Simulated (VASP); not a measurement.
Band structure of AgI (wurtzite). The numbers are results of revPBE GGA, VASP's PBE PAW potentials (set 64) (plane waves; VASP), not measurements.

Unless said otherwise, spin-orbit coupling is left out, though it shifts the bands of the heavy elements here.

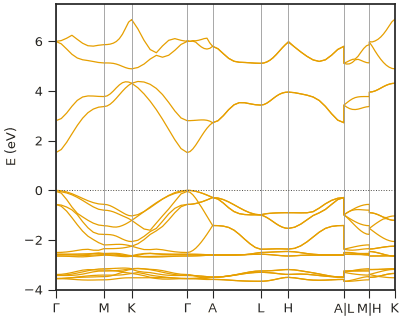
Figure. Bands along high-symmetry lines, zero at the valence-band maximum or, without a gap, the Fermi level

Q: Read the plot: is there a gap, and where are the band edges?

A: The gap is direct, 1.52 eV, from the valence maximum at Γ to the conduction minimum at Γ. (Edges off the drawn lines would not show.)

The compound is AgI in the wurtzite structure. It was relaxed first, which changed the volume by +12 %.
